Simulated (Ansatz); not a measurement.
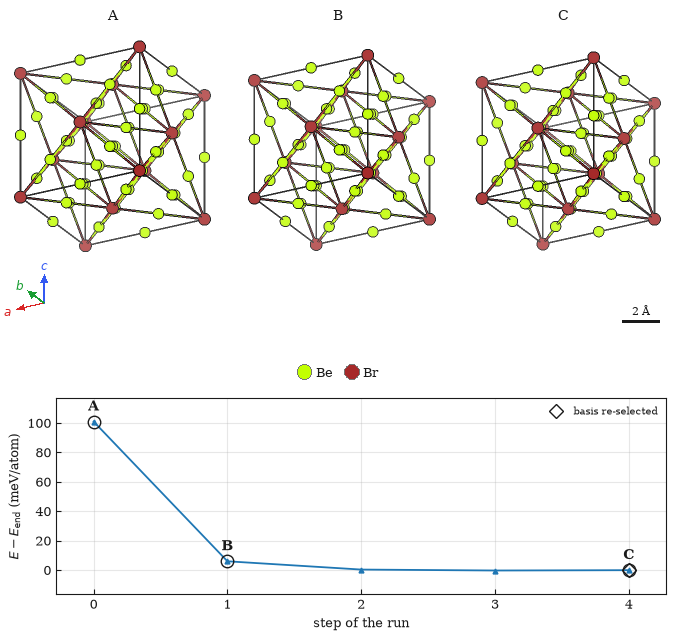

Frames of a relaxation of a crystal of Be$_{7}$Br (a generated structure, set up in Fm-3m) (coarse preliminary run), marked on the history of the run. Style: ball-and-stick. Shown: the conventional cell (4 times the calculation's cell), from a free direction. Lengths and directions refer to the drawn axes.

Method: Ansatz 0.2.0, DFT PBE, scalar-relativistic, plane waves, PAW.

Input file:
```yaml
crystal:
  lattice:
    - [0.0, 3.72155407, 3.72155407]
    - [3.72155407, 0.0, 3.72155407]
    - [3.72155407, 3.72155407, 0.0]
  atoms:
    - { symbol: Be, position: [0.5, 0.0, 0.0] }
    - { symbol: Be, position: [0.0, 0.5, 0.5] }
    - { symbol: Be, position: [0.0, 0.5, 0.0] }
    - { symbol: Be, position: [0.5, 0.0, 0.5] }
    - { symbol: Be, position: [0.0, 0.0, 0.5] }
    - { symbol: Be, position: [0.5, 0.5, 0.0] }
    - { symbol: Be, position: [0.5, 0.5, 0.5] }
    - { symbol: Br, position: [0.0, 0.0, 0.0] }
basis:
  ecutwfc: 420
kpoints:
  mp_grid: { grid: [4, 4, 4] }
hamiltonian:
  xc: pbe
scf:
  occupations: { method: gaussian, width: 0.1 }
  lower_state_search: "off"
output:
  forces: true
  stress: true
  eigenvalues: true
relax:
  adjacent_minimum: "off"
  f_tol: 0.04
  max_steps: 70
  cell: { stress_tol: 0.4 }
```

Launched with:
```bash
ansatz run input.yaml --threads 1 --pin off --max-ram 2048MiB --backend cpu --events-out ev --progress --plain --runs-dir out
```

Describe the path.

Answer. The energy falls by 101 meV per atom in 3 accepted moves (4 points after the start). All forces vanish by symmetry, so only the cell relaxes. Pressure: −12.02 GPa at the start and −0.10 GPa at the end. At 1 point the geometry stayed and the basis and grid were re-selected for the new cell (energy shift of 0.2 meV per atom at most each time). No atom moves by more than 0.005 Å relative to the cell. The drawn cell changes as follows: a = b = c 7.443 → 6.973 Å (−6.3 %); the volume changes by −17.8 %. Near-neighbour distances that change, for instance: Be1–Br8 2.632 → 2.465 Å. The space group stays Fm-3m (No. 225). Cost: 3.2 s on 1 thread of Intel(R) Xeon(R) 6975P-C (Granite Rapids) (shared host), peak memory 0.4 GiB. From step 0 to 1: volume −13.9 %, energy −94.9 meV per atom. From step 1 to 4: volume −4.5 %, energy −6.0 meV per atom.

```json
{"step": "0", "E − E(0), meV/atom": "0.00", "pressure, GPa": "-12.02", "volume, Å³/atom": "12.886", "note": ""}
{"step": "1", "E − E(0), meV/atom": "-94.95", "pressure, GPa": "-3.78", "volume, Å³/atom": "11.092", "note": ""}
{"step": "2", "E − E(0), meV/atom": "-100.58", "pressure, GPa": "1.36", "volume, Å³/atom": "10.427", "note": ""}
{"step": "3", "E − E(0), meV/atom": "-101.21", "pressure, GPa": "-0.08", "volume, Å³/atom": "10.595", "note": ""}
{"step": "4", "E − E(0), meV/atom": "-101.00", "pressure, GPa": "-0.10", "volume, Å³/atom": "10.595", "note": "same geometry, new basis"}
```
